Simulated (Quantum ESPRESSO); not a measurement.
Cost against accuracy: ecutwfc for Y3Cu4Ge4 (Immm, 11 atoms in the cell)

Cell: a = 8.0240 Å, b = 8.0240 Å, c = 8.0240 Å, α = 49.09°, β = 58.91°, γ = 30.52°.

Method: PBEsol, PSlibrary ultrasoft (PBE) pseudopotentials (plane waves; Quantum ESPRESSO).

Base settings: ecutwfc = 50 Ry; ecutrho = 350 Ry; occupations = smearing; smearing = cold; degauss = 0.0073499 Ry; input_dft = pbesol; K_POINTS = automatic 6 6 6 1 1 1; conv_thr = 1e-09 Ry; mixing_beta = 0.3.

Misses are taken against the tightest run, 88 Ry (ecutrho: 350 Ry → 616 Ry), which need not be fully converged itself. The energy is the free energy per atom.

The count of work is k-points × plane waves × bands × iterations; it is no time, and leaves out set-up, grids and terms that scale otherwise. Core times come from one kind of shared machine and are given to one figure; runs under 30 s give none.

The starting cell comes from a database of computed structures (which also holds hypothetical and non-ambient phases and stackings), without a prior relaxation at this level. Spin polarisation is off. In the base run, with a pressure of about -5 GPa the cell is away from its equilibrium volume at this level.

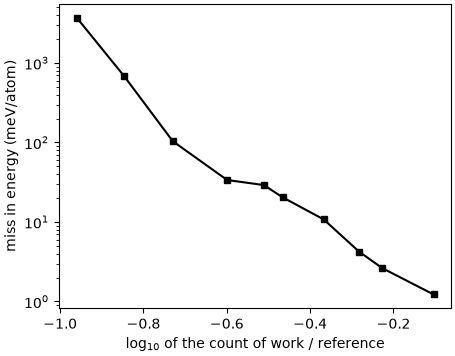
Figure. Miss against the count of work; the reference run is not drawn, and misses under 0.1 meV/atom are drawn there.

| ecutwfc | energy less reference (meV/atom) | pressure less reference (GPa) | largest difference in the force on any atom (eV/Å) | count of work / reference | core time / reference (rough) |
|---|---|---|---|---|---|
| 20 Ry (ecutrho: 350 Ry → 140 Ry) | 3727.13 | -141.84 | 0.168 | 0.11 | 0.03 |
| 25 Ry (ecutrho: 350 Ry → 175 Ry) | 682.06 | -36.87 | 0.050 | 0.14 | 0.04 |
| 30 Ry (ecutrho: 350 Ry → 210 Ry) | 103.69 | -6.67 | 0.006 | 0.19 | 0.05 |
| 35 Ry (ecutrho: 350 Ry → 245 Ry) | 33.69 | -0.43 | 0.003 | 0.25 | 0.06 |
| 40 Ry (ecutrho: 350 Ry → 280 Ry) | 29.14 | -0.23 | 0.002 | 0.31 | 0.09 |
| 45 Ry (ecutrho: 350 Ry → 315 Ry) | 20.41 | -0.53 | 0.002 | 0.34 | 0.09 |
| 50 Ry | 10.75 | -0.43 | 0.000 | 0.43 | 0.1 |
| 57 Ry (ecutrho: 350 Ry → 399 Ry) | 4.22 | -0.12 | 0.001 | 0.52 | 0.1 |
| 65 Ry (ecutrho: 350 Ry → 455 Ry) | 2.62 | -0.02 | 0.001 | 0.59 | 0.2 |
| 75 Ry (ecutrho: 350 Ry → 525 Ry) | 1.22 | -0.05 | 0.000 | 0.79 | 0.2 |
| 88 Ry (ecutrho: 350 Ry → 616 Ry) | 0.00 | 0.00 | 0.000 | 1.0 | 1 |

Coarsest setting among those run that, with all tighter ones, holds the energy within 5 meV/atom of the reference: 57 Ry (ecutrho: 350 Ry → 399 Ry), off by 4.2 meV/atom; its saving against the reference is no more than about a factor of 2 in the count of work.

The step from 40 Ry (ecutrho: 350 Ry → 280 Ry) to 75 Ry (ecutrho: 350 Ry → 525 Ry): it takes the miss in the energy from 29 to 1.2 meV/atom, for 2.6 times the count of work and roughly 3 times the time.
